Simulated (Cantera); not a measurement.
Charge: 1 mol CaCl2, 0.17 mol O2, 90 mol H2, equilibrated at 10.0 Torr.

Cantera equilibrium calculation (NASA polynomials, part measured and part estimated; ideal gas, pure solids and liquids). Candidate condensed phases: Ca, CaCl2, CaO, Ca(OH)2, H2O; 21 gas species. Condensed phases not in the tables: oxide chlorides. Equilibrium is a limit: real reactors are often held back by kinetics, nucleation or transport.

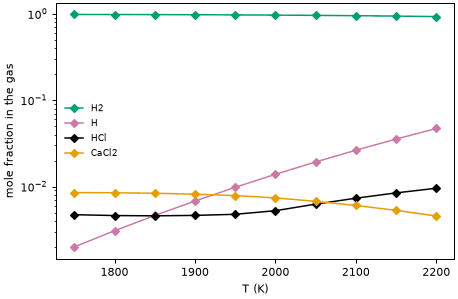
Figure: Equilibrium gas composition (values under 1e-9 drawn at 1e-9)

Question: Read off the mole fractions at 2200 K.

Answer: H2 about 0.93, H about 0.047, HCl about 0.0095, CaCl2 about 0.0046.
